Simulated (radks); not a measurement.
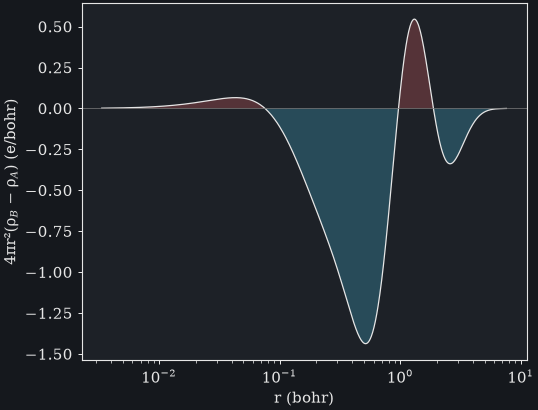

Two charge states of phosphorus were computed: P²⁺ in [He] 2s2 2p5 3s2 3p2 (high spin); P⁺ in [Ne] 3s2 3p2 (high spin). Method: non-relativistic Kohn-Sham, BLYP, spin-polarised, spherical densities, point nucleus; computed with the in-house radial solver radks.

The plot shows the radial density of run B less that of run A; on the logarithmic r axis, areas aren't charges.

Question: Which run is A and which is B? Where does the charge move?

Answer: A is P⁺ in [Ne] 3s2 3p2 (high spin); B is P²⁺ in [He] 2s2 2p5 3s2 3p2 (high spin). B holds 0.31 electrons more than A where the difference is positive (most at r = 1.3 bohr) and 1.3 electrons fewer where it is negative (most at r = 0.51 bohr), a net change of −1. The energy of B less that of A is 151.2 eV.
